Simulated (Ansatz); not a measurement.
**triplet BBr2Cl at 6 levels**

Wanted: a comparison of 6 runs (UHF/STO-3G, UB3LYP/6-31G*, UBHLYP/6-31G*, UPBE-QIDH/6-31G*, RPA@PBE/6-31G*) of triplet BBr2Cl. 

The results are computed with Ansatz 0.2.0.

51 further runs of the same task are left out: 2 that didn't finish, 49 set aside as unsound or not needed.

### 1 Starting point

BBr2Cl has 4 atoms, charge 0, and is taken as a triplet. SMILES of the parent species: `ClB(Br)Br`. Geometry: relaxed at PBE0-D4/def2-TZVP. That shape belongs to the parent species and isn't relaxed for this state.

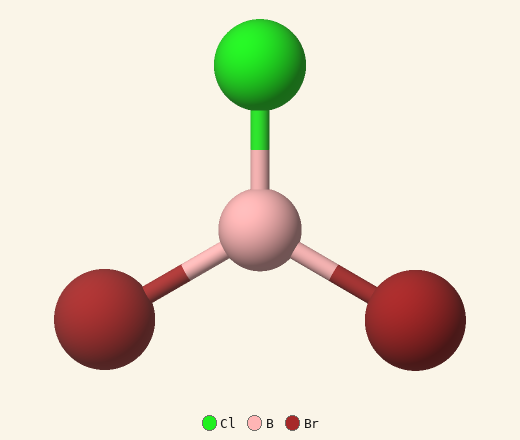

The structure, seen from a chosen angle (chlorine green, boron pink, bromine red).

### 2 The energy at UHF/STO-3G (run 1)

Input file input.yaml:

```yaml
crystal:
  periodic: [false, false, false]
  atoms:
    - {symbol: Cl, position_ang: [-0.203300, -1.644940, 0.633550]}
    - {symbol: B, position_ang: [-0.004820, -0.039040, 0.015030]}
    - {symbol: Br, position_ang: [1.283490, 1.123730, 0.785650]}
    - {symbol: Br, position_ang: [-1.075360, 0.560270, -1.434250]}
basis:
  gaussian: {orbitals: STO-3G}
output: {orbitals: {seedname: orbitals}}
hamiltonian: {xc: hf}
accuracy: high
magnetization: {spin_polarized: true, initial_magnetization: 2}
```

Started as:

```console
$ ansatz run input.yaml --threads 1 --pin off --max-ram 3480MiB --events-out events.jsonl --progress --plain --runs-dir runs
```

Log:

```text
Warning: RAYON_NUM_THREADS=1 ignored (pool sized by the plan → 1); use --threads N
Functional definition: HF
  name "HF"
  exchange = exact_x
  correlation = 0
761 factors; integrals over basis functions are off by at most 6.3e-9 eV
mean field evaluation 1: about -151517.4069 eV, gradient 9.7e0 eV
mean field evaluation 2: about -151517.5255 eV, gradient 9.8e0 eV
mean field evaluation 4: about -151518.4556 eV, gradient 9.2e-1 eV
mean field evaluation 8: about -151518.4869 eV, gradient 8.0e-5 eV
mean field evaluation 16: about -151518.4863 eV, gradient 1.5e-3 eV
mean field evaluation 32: about -151518.4863 eV, gradient 2.1e-7 eV
mean field evaluation 64: about -151518.5684 eV, gradient 2.1e-1 eV
mean field evaluation 96: about -151518.6087 eV, gradient 1.5e-1 eV
mean field evaluation 128: about -151518.3407 eV, gradient 1.4e-1 eV
mean field evaluation 160: about -151518.3654 eV, gradient 4.6e-3 eV
mean field -151518.61142762 eV, -5568.2062669615 hartree, gradient 9.0e-8 eV, S^2 2.011996; 5 other end points of the search recorded, 0 dependent functions left out
reference -151518.61142762 eV, -5568.2062669615 hartree; 47, 45 occupied and 3, 5 virtual orbitals, 761 factors
Total energy: -151518.61142762 eV, -5568.2062669615 hartree
```

It took 6 s on 1 thread of Arm Neoverse V1, shared host; peak memory 0.2 GiB.

### 3 The energy at UB3LYP/6-31G(d) (spherical functions) (run 2)

Changes to input.yaml since step 2:

```diff
@@ -8,6 +8,10 @@
 basis:
-  gaussian: {orbitals: STO-3G}
+  gaussian:
+    orbitals: 6-31G_st_-spherical.json
+accuracy: high
+hamiltonian:
+  xc: {name: B3LYP}
 output: {orbitals: {seedname: orbitals}}
-hamiltonian: {xc: hf}
-accuracy: high
-magnetization: {spin_polarized: true, initial_magnetization: 2}
+magnetization:
+  spin_polarized: true
+  initial_magnetization: 2
```

The basis set 6-31G* is read from a file made from the Basis Set Exchange's data (not shown).

Started as:

```console
$ ansatz run input.yaml --threads 1 --pin off --max-ram 3480MiB --events-out events.jsonl --progress --plain --runs-dir runs
```

Log:

```text
Warning: RAYON_NUM_THREADS=1 ignored (pool sized by the plan → 1); use --threads N
Functional definition: B3LYP
  name "B3LYP"
  parameter a0 = 0.2
  parameter ax = 0.72
  parameter ac = 0.81
  exchange = (1 - a0 - ax)*slater_x + ax*b88_x + a0*exact_x
  correlation = (1 - ac)*vwn_rpa_c + ac*lyp_c
1835 factors; integrals over basis functions are off by at most 4.1e-9 eV
mean field evaluation 1: about -153273.2406 eV, gradient 1.2e1 eV
mean field evaluation 2: about -153270.7715 eV, gradient 2.2e1 eV
mean field evaluation 4: about -153274.1136 eV, gradient 1.4e0 eV
mean field evaluation 8: about -153274.2236 eV, gradient 3.7e-2 eV
mean field evaluation 16: about -153274.2236 eV, gradient 1.5e-4 eV
mean field evaluation 32: about -153273.5649 eV, gradient 5.1e-1 eV
mean field evaluation 64: about -153274.2174 eV, gradient 8.6e-1 eV
mean field -153274.22361005 eV, -5632.7238246690 hartree, gradient 9.0e-8 eV, S^2 2.005623; 9 other end points of the search recorded, 0 dependent functions left out
reference -153274.22364453 eV, -5632.7238259361 hartree; 47, 45 occupied and 49, 51 virtual orbitals, 1835 factors
Total energy: -153274.22364453 eV, -5632.7238259361 hartree
```

It took 67 s on 1 thread of Arm Neoverse V1, shared host; peak memory 0.6 GiB.

Runs 3 to 5 aren't shown in full; the table further down has their settings and results.

### 4 A single-point energy at RPA@PBE/6-31G(d) (spherical functions) (run 6)

Input file molecule.yaml:

```yaml
crystal:
  periodic: [false, false, false]
  atoms:
    - {symbol: Cl, position_ang: [-0.203300, -1.644940, 0.633550]}
    - {symbol: B, position_ang: [-0.004820, -0.039040, 0.015030]}
    - {symbol: Br, position_ang: [1.283490, 1.123730, 0.785650]}
    - {symbol: Br, position_ang: [-1.075360, 0.560270, -1.434250]}
basis:
  gaussian:
    orbitals: 6-31G_st_-spherical.json
magnetization:
  spin_polarized: true
  initial_magnetization: 2
hamiltonian:
  xc: {name: PBE}
correlation:
  method: rpa
  frozen_orbitals: {B: 1, Br: 9, Cl: 5}
accuracy: high
```

The basis set 6-31G* is read from a file made from the Basis Set Exchange's data (not shown).

Started as:

```console
$ ansatz run molecule.yaml --threads 1 --pin off --max-ram 3480MiB --events-out events.jsonl --progress --plain --runs-dir runs
```

Log (excerpt; [...] marks lines left out):

```text
Warning: RAYON_NUM_THREADS=1 ignored (pool sized by the plan → 1); use --threads N
Functional definition: PBE
  name "PBE"
[...]
1835 factors; integrals over basis functions are off by at most 4.1e-9 eV
[...]
mean field -153245.59547780 eV, -5631.6717602138 hartree, gradient 4.7e-8 eV, S^2 2.003478; 11 other end points of the search recorded, 0 dependent functions left out
24 core orbitals not correlated: weight in the atoms' cores, before any rotation towards them, 1.000 or more for the frozen orbitals, at most 0.000 for the correlated occupied ones
reference -153152.05108999 eV, -5628.2340673683 hartree; 23, 21 occupied and 49, 51 virtual orbitals, 1835 factors
Total energy: -153180.77554991 eV, -5629.2896718004 hartree
```

Run time: 97 s. Hardware: 1 thread of Arm Neoverse V1, shared host; peak memory 0.41 GiB.

### 5 Overview of the runs

```tsv
run	level	frozen core orbitals	Cartesian functions	energy (Eh)	HOMO energy (eV)	⟨S²⟩	wall time
1	UHF/STO-3G	–	no	-5568.206267	-4.27	2.012	6 s
2	UB3LYP/6-31G* (spherical functions)	–	no	-5632.723826	-3.44	2.006	67 s
3	UBHLYP/6-31G* (spherical functions)	–	no	-5632.609712	-4.67	2.012	45 s
4	UPBE-QIDH/6-31G* (spherical functions)	24	no	-5631.105329	-5.53	2.020	87 s
5	UB3LYP/6-31G* (Cartesian functions)	–	yes	-5632.744755	-3.44	2.006	69 s
6	RPA@PBE/6-31G* (spherical functions)	24	no	-5629.289672	–	2.003	97 s
```

### 6 Results

```
                                quantity           value
                     run 6: total energy  -5629.28967 Eh
 run 6: RPA correlation energy (valence)     -1055.6 mEh
run 6: ⟨S²⟩ of the reference determinant           2.003
```

Totals of different functionals can't be ranked against each other. In run 1 the basis is minimal, so the values are rough. All runs together took 6.2 min, the longest 97 s.
